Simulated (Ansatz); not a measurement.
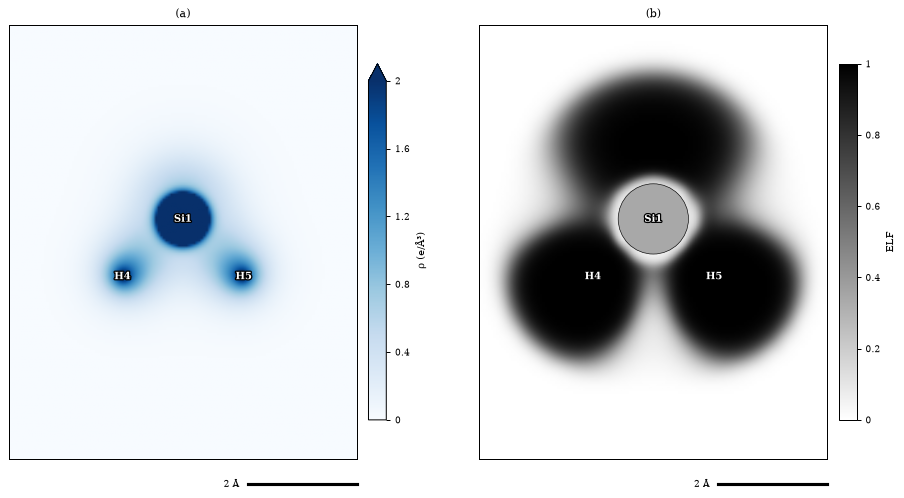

Figure. H$_{2}$Si···HCl. (a) electron density; (b) ELF on the plane of atoms H4, Si1 and H5. Grey discs cover the atomic cores in the ELF map.

Not at a stationary point (largest force 1.1 eV/Å).

Level of theory: Ansatz, RKS PBE0/cc-pVDZ.

```xyz
5

Si   -0.0966    0.0000   -0.7953
Cl    1.7123    0.0000    1.9949
H     2.0952    0.0000    0.7122
H    -1.0796    1.1124   -0.4069
H    -1.0796   -1.1124   -0.4069
```

Question: What does the map show?

Answer:
- Atoms in the plane: Si and H.
- Si–H (1.53 Å): the density is about 0.71 e/Å³ at the midpoint; the ELF climbs to about 1 towards the hydrogen, as it does in any bond to H.
- The ELF also peaks beside Si1, away from the bonds: lone-pair regions.
